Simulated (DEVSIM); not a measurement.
Structure: Ni/Si3N4/p-GaSb capacitor, at 250 K.

```
layer (left to right)  material  thickness (nm)  Na (cm⁻³)
---------------------  --------  --------------  ---------
1                         Si3N4            30.0          -
2                          GaSb            1200     1.2e16
```

Metal gate on the left, work function 5.1 eV. Fixed charge at the semiconductor interface -2.8e10 cm⁻² (in units of +e); interface traps 4.9e11 cm⁻² eV⁻¹, uniform in energy, neutral level at 0.5 of the gap above the valence band.

The device is made up for the run: typed textbook-type constants, with dimensions and the other settings drawn at random. Values at 300 K; Nc and Nv go as T^1.5, mobilities as T to minus their exponent, the gap by Varshni's rule with the affinity fixed.

| parameter | Si3N4 | GaSb |
|---|---|---|
| gap (eV) | 5.1 | 0.726 |
| affinity (eV) | 2.1 | 4.06 |
| permittivity | 7.5 | 15.7 |
| Nc (cm⁻³) | - | 2.1e17 |
| Nv (cm⁻³) | - | 1.8e19 |
| Varshni α (eV/K) | - | 0.00042 |
| Varshni β (K) | - | 140 |

DEVSIM, 1D Poisson equation in equilibrium, Boltzmann statistics, complete ionisation; no quantum confinement or tunnelling. Metal contacts follow the ideal Schottky-Mott rule: no Fermi-level pinning, no interface dipoles.

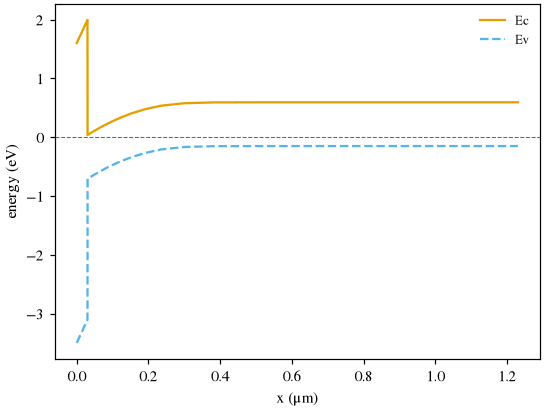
Figure: Band edges at 1.4 V on the gate

Energies count from the Fermi level of the right contact; mesh points crowd at the junctions.

```
x (μm)    Ec (eV)  Ev (eV)  n (cm⁻³)  p (cm⁻³)  field (V/cm)
--------  -------  -------  --------  --------  ------------
0.000       1.600   -3.500     < 1e2     < 1e2        130000
0.001325    1.617   -3.483     < 1e2     < 1e2        130000
0.004043    1.653   -3.447     < 1e2     < 1e2        130000
0.009962    1.731   -3.369     < 1e2     < 1e2        130000
0.02228     1.893   -3.207     < 1e2     < 1e2        130000
0.02688     1.954   -3.146     < 1e2     < 1e2        130000
0.02913     1.983   -3.117     < 1e2     < 1e2        130000
0.03070     0.037   -0.707    2.8e16     76000         40000
0.03290     0.046   -0.698    1.9e16    110000         39000
0.03769     0.065   -0.680    7.9e15    270000         38000
0.04877     0.106   -0.639    1.2e15   1800000         36000
0.08575     0.229   -0.516    3.9e12     5.5e8         31000
0.1528      0.404   -0.340     1.1e9    1.9e12         22000
0.2987      0.577   -0.168    370000    5.7e15          3600
0.7568      0.593   -0.152    180000    1.2e16           ≈ 0
1.013       0.593   -0.152    180000    1.2e16           ≈ 0
1.131       0.593   -0.152    180000    1.2e16           ≈ 0
1.187       0.593   -0.152    180000    1.2e16           ≈ 0
1.216       0.593   -0.152    180000    1.2e16           ≈ 0
1.224       0.593   -0.152    180000    1.2e16           ≈ 0
1.228       0.593   -0.152    180000    1.2e16           ≈ 0
1.230       0.593   -0.152    180000    1.2e16           ≈ 0
```
